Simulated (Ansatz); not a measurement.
Input file:

```
crystal:
  periodic: [false, false, false]
  atoms:
    - { symbol: Ge, position_ang: [-0.4587, 0.1802, -0.8227] }
    - { symbol: F, position_ang: [-0.2959, -1.5859, 0.3259] }
    - { symbol: H, position_ang: [-0.439, 1.6544, -1.2915] }
    - { symbol: H, position_ang: [-1.8933, -0.2554, -0.8297] }
    - { symbol: H, position_ang: [0.5628, -0.549, -1.6458] }
    - { symbol: H, position_ang: [0.0953, -1.0121, 1.3018] }
    - { symbol: Se, position_ang: [0.5365, 0.886, 1.7019] }
    - { symbol: H, position_ang: [1.8923, 0.6818, 1.2601] }
basis:
  gaussian: { orbitals: def2-SVP }
hamiltonian:
  xc: b3lyp
  dispersion: d4
relax:
  f_tol: 0.15
  max_steps: 25
  restrain:
    - { distance: [0, 6], at: 2.4, k: 30.0 }
    - { distance: [5, 1], at: 0.88, k: 30.0 }
    - { distance: [0, 1], at: 3.07, k: 30.0 }
    - { distance: [5, 6], at: 2.81, k: 30.0 }
output:
  orbitals: {}
```

Command:

```sh
ansatz run input.yaml --threads 2 --pin off --max-ram 3072MiB --backend cpu --events-out ev --progress --plain --runs-dir out
```

The fields are those of the run's last geometry, not of the input's.

Not at a stationary point (largest force 1.1 eV/Å).

The calculation used Ansatz 0.2.0, RKS B3LYP-D4/def2-SVP.

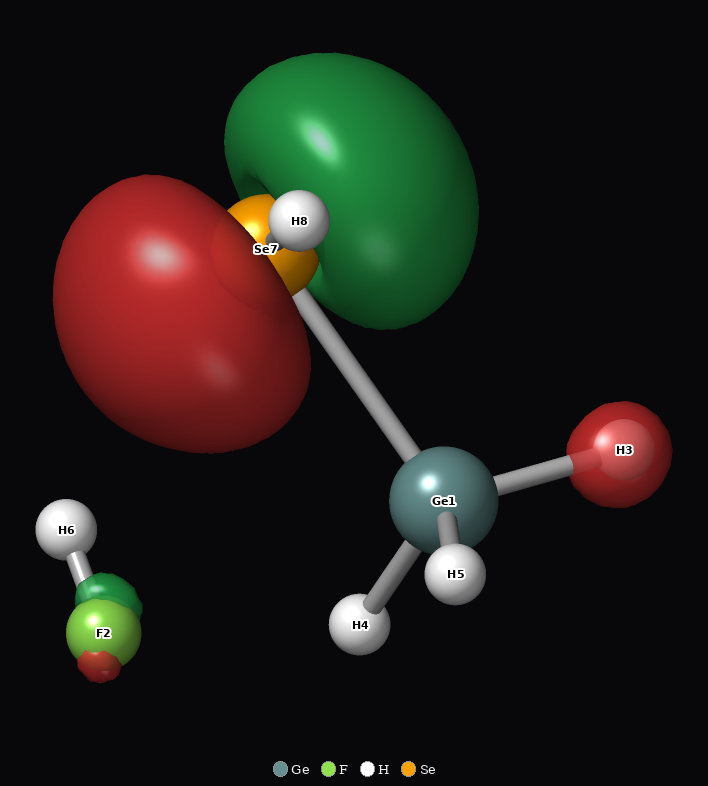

GeH4Se···HF. The HOMO at ±0.15 Å⁻³ᐟ² (green and red are the two phases), seen at a tilt.

**Where does this orbital lie, and at what energy?**

It lies mainly on Se7 (about 80 %) and Ge1 (about 5 %); largely a lone pair of Se7. Its energy is −6.86 eV.
